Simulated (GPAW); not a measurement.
**revPBE/real-space grid (scalar-relativistic datasets) run of InH3O (InH2(OH))**

Aim: ionisation energies of InH3O (InH2(OH)). The job is set up through an ASE script.

The results are computed with GPAW 26.7.0.

5 further runs of the same task are left out: 2 that didn't finish, 3 set aside as unsound or not needed. Runs told in other sessions of the task aren't counted.

**1. The molecule**

InH3O: 5 atoms, total charge 0, spin state singlet. As SMILES, `[H][In]([H])[OH]`. Geometry: a GFN2-xTB relaxation, a rough one for these elements and not checked as a minimum.

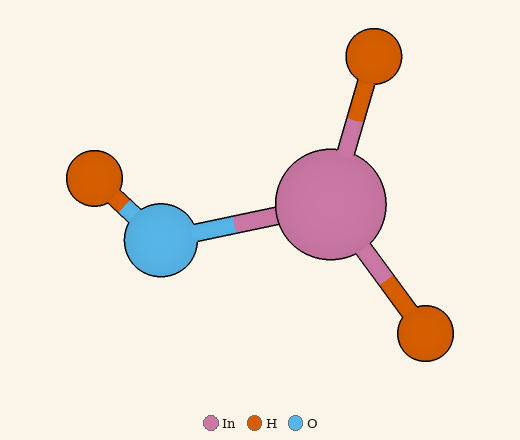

The structure, seen from a chosen angle (indium pink, hydrogen orange, oxygen blue).

**2. Ionisation energies at revPBE/real-space grid (scalar-relativistic datasets)**

The input, H3InO.xyz:

```xyz
5

In     0.340170     0.465720    -0.104120
H      2.012910     0.451630    -0.310070
H     -0.660060     1.845200    -0.135400
O     -0.382610    -1.293370     0.200710
H     -1.310410    -1.469180     0.348880
```

The input, ipea.py:

```python
from ase.io import read
from gpaw import GPAW

# Atomic positions
atoms = read('H3InO.xyz')
atoms.center(vacuum=4.5)

energies = {}
for name, charge, unpaired in [('neutral', 0, 0), ('oxidised', 1, 1)]:
    atoms.set_initial_magnetic_moments([unpaired / len(atoms)] * len(atoms))
    calculator = GPAW(mode='fd',
                      h=0.18,
                      xc='revPBE',
                      charge=charge,
                      occupations={'name': 'fermi-dirac', 'width': 0.0, 'fixmagmom': unpaired > 0},
                      maxiter=100,
                      symmetry='off',
                      txt=f'{name}.txt')
    atoms.calc = calculator
    energies[name] = atoms.get_potential_energy()
    print(f'{name:10} {energies[name]:12.5f} eV')

ip = energies['oxidised'] - energies['neutral']
print(f'Vertical IP: {ip:.3f} eV')
```

Run with:

```bash
$ python3 ipea.py
```

What it wrote:

```text
neutral       -18.51571 eV
oxidised       -8.49925 eV
Vertical IP: 10.016 eV
```

neutral.txt:

```text
__  _  _
 | _ |_)|_||  |
 |__||  | ||/\| - 26.7.0

units:  Angstrom and eV
cores:  1
OpenMP: False

Versions:
  Python: 3.12.14
  ASE:    3.29.0
  Numpy:  2.5.5
  Scipy:  1.18.1
  Libxc:  7.0.0

        _gpaw.cpython-312-aarch64-linux-gnu.so

Input parameters:
  mode=FD(),
  charge=0.0,
  h=0.18,
  maxiter=100,
  occupations=Occupations(name='fermi-dirac', width=0.0, fixmagmom=False),
  symmetry=Symmetry(point_group=False, time_reversal=False),
  xc=XC(name='revPBE')

Diagonalizing LCAO Hamiltonian
Converting LCAO to fd mode
         .-----------------------------.
        /|                             |
       / |                             |
      /  |                             |
     /   |                             |
    /    |                             |
   /     |                             |
  /      |                             |
 *       |                             |
 |       |         H                   |
 |       |          In  H              |
 |       |     H O                     |
[... 40 lines left out ...]
|   |                                coordinates |     weight |
[... 102 lines left out ...]
Reference energy: -162062.119429  # eV
[... 3 lines left out ...]
  Converge bands: occupied
[... 12 lines left out ...]
  Fourier metric: weight=20.0, sigma=0.015
[... 15 lines left out ...]
convergence criteria:
- Maximum [total energy] change in last 3 cyles: 0.0005 eV / valence electron
[... 4 lines left out ...]
SCF iterations
|iter     |     time |      energy | eigst |  dens |
|---------|----------|-------------|-------|-------|
|iter:   1| 00:00:02 |  -21.561718 | +0.76 |       |
|iter:   2| 00:00:04 |  -20.878594 | -0.27 | -0.81 |
|iter:   3| 00:00:05 |  -18.581131 | +0.17 | -0.85 |
[... 11 lines of this table left out ...]
|iter:  15| 00:00:21 |  -18.515711c| -7.44c| -6.14c|

Converged in 15 steps
SCF loop duration: 19.243 s (1.283 s/step)
Energy contributions relative to reference atoms: (reference = -162062.119429)

Energy contributions:
  Kinetic:          37.918684
  Coulomb:         -38.535079
  Zero:              0.621617
  External:          0.000000
  Xc:              -18.520933
  Entropy:           0.000000
  Spinorbit:         0.000000
  ----------------------------
  Free energy:     -18.515711
  Extrapolated:    -18.515711

dipole moment: (-0.170773, 0.209510, -0.004917)  # |e|*Ang

Fermi level: -4.376
Eigenvalues  # (at kpt = [0.000, 0.000, 0.000])
| band index |      eig [eV] | occ [0-2] |
|------------|---------------|-----------|
|          0 |       -23.936 |     2.000 |
|        ... |               |           |
|          3 |       -18.715 |     2.000 |
|          4 |       -18.688 |     2.000 |
|          5 |       -18.486 |     2.000 |
[... 9 lines of this table left out ...]
|         15 |         1.023 |     0.000 |

Gap: 4.740 eV
Transition (v -> c):
  (s=0, k=0, n=10, [0.00, 0.00, 0.00]) -> (s=0, k=0, n=11, [0.00, 0.00, 0.00])
No difference between direct/indirect transitions
vacuum-level: 0.000  # V
```

oxidised.txt:

```text
__  _  _
 | _ |_)|_||  |
 |__||  | ||/\| - 26.7.0

units:  Angstrom and eV
cores:  1
OpenMP: False

Versions:
  Python: 3.12.14
  ASE:    3.29.0
  Numpy:  2.5.5
  Scipy:  1.18.1
  Libxc:  7.0.0

        _gpaw.cpython-312-aarch64-linux-gnu.so

Input parameters:
  mode=FD(),
  charge=1,
  h=0.18,
  maxiter=100,
  occupations=Occupations(name='fermi-dirac', width=0.0, fixmagmom=True),
  symmetry=Symmetry(point_group=False, time_reversal=False),
  xc=XC(name='revPBE')

Diagonalizing LCAO Hamiltonian
Converting LCAO to fd mode
         .-----------------------------.
        /|                             |
       / |                             |
      /  |                             |
     /   |                             |
    /    |                             |
   /     |                             |
  /      |                             |
 *       |                             |
 |       |         H                   |
 |       |          In  H              |
 |       |     H O                     |
[... 40 lines left out ...]
|   |                                coordinates |     weight |
[... 102 lines left out ...]
Reference energy: -162062.119429  # eV
[... 3 lines left out ...]
  Converge bands: occupied
[... 12 lines left out ...]
  Fourier metric: weight=20.0, sigma=0.015
[... 16 lines left out ...]
convergence criteria:
- Maximum [total energy] change in last 3 cyles: 0.0005 eV / valence electron
[... 13 lines left out ...]
Converged in 18 steps
[... 12 lines left out ...]
  Free energy:      -8.499252
  Extrapolated:     -8.499252

dipole moment: (5.748423, 6.493087, 4.751239)  # |e|*Ang

Total magnetic moment: (0.000000, 0.000000, 1.000000)

Local magnetic moments
|        x |        y |        z |
|----------|----------|----------|
| 0.000000 | 0.000000 | 0.062295 |  # In   0
| 0.000000 | 0.000000 | 0.060571 |  # H    1
| 0.000000 | 0.000000 | 0.135367 |  # H    2
| 0.000000 | 0.000000 | 0.204358 |  # O    3
| 0.000000 | 0.000000 | 0.003448 |  # H    4

Fermi levels: -10.623, -13.474
Eigenvalues  # (at kpt = [0.000, 0.000, 0.000])
| band index |      eig [eV] | occ [0-1] |      eig [eV] | occ [0-1] |
|------------|---------------|-----------|---------------|-----------|
|          0 |       -31.247 |     1.000 |       -30.798 |     1.000 |
|        ... |               |           |               |           |
|          3 |       -26.033 |     1.000 |       -26.006 |     1.000 |
|          4 |       -25.922 |     1.000 |       -25.925 |     1.000 |
|          5 |       -25.807 |     1.000 |       -25.742 |     1.000 |
[... 9 lines of this table left out ...]
|         15 |        -3.825 |     0.000 |        -3.488 |     0.000 |

Gap: 5.288 eV
Transition (v -> c):
  (s=1, k=0, n=10, [0.00, 0.00, 0.00]) -> (s=0, k=0, n=11, [0.00, 0.00, 0.00])
No difference between direct/indirect transitions
vacuum-level: 0.000  # V

timing:  # [seconds]
  Total: 46.111  # ━━━━━━━━━━━━━━━━━━━━━━━━━━━━━━━━━━━━━━━━━━━━━━━━━━━━━━━━━━
  Init:   2.538  # ━━━
  SCF:   43.543  # ━━━━━━━━━━━━━━━━━━━━━━━━━━━━━━━━━━━━━━━━━━━━━━━━━━━━━━━

Max RSS: 1190.059  # MiB
```

It took 68 s on 1 thread of Arm Neoverse V1, shared host; peak memory 1.2 GiB.

**3. Results**

Level: revPBE/real-space grid (scalar-relativistic datasets).

```
               quantity     value
first ionisation energy  10.02 eV
```
